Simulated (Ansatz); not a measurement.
Cost and result by functional for the adsorption energy of Br on the 1x1 (111) surface of fcc Ag, one in a 2x2 cell, started at the site 'bridge Ag-Ag (span 2.9 Å)', in Ansatz (plane waves, PAW). Single points on the PBE structure, on one kind of machine; costs are rough ratios of the slab run's core time (references not counted) to the cheapest single point. r2SCAN's cost holds its higher cutoff (500 against 420 eV). Differences are taken against r2SCAN for comparison alone: no measured value is at hand, so the table doesn't rank accuracy.

Slab: 17 atoms, 7.1 Å thick at the start under the adsorbate (thin: gaps and levels are the slab's own); k 6x6x1, smearing 0.1 eV, dipole-corrected; 8 atoms held, the rest relaxed; held to the start's symmetry, so lower structures may exist; no spin, no spin-orbit, no U, no dispersion correction. At the end it is bonded to 2 Ag. In PBE this state lies 0.07 eV over the lowest of the starts that converged ('hollow Ag-Ag-Ag over Ag at depth 4.7 Å'). These notes are the PBE run's. Adsorption energies are against ½ Br2(g). A negative adsorption energy means that the adsorbate is more stable on the surface than in its reference.

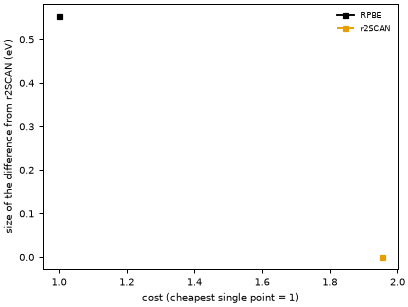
Difference from r2SCAN against cost

```json
[
 {"functional": "RPBE", "relative cost": "1", "adsorption energy (eV)": "-1.15", "less r2SCAN (eV)": "0.55"},
 {"functional": "r2SCAN", "relative cost": "2", "adsorption energy (eV)": "-1.71", "less r2SCAN (eV)": "0.00"},
 {"functional": "PBE (the relaxed run's value)", "relative cost": "–", "adsorption energy (eV)": "-1.35", "less r2SCAN (eV)": "0.36"}
]
```

The values span 0.55 eV, while the single points' costs differ by a factor of roughly 2. Differences are of unrounded values.

Ansatz is a first-principles code.
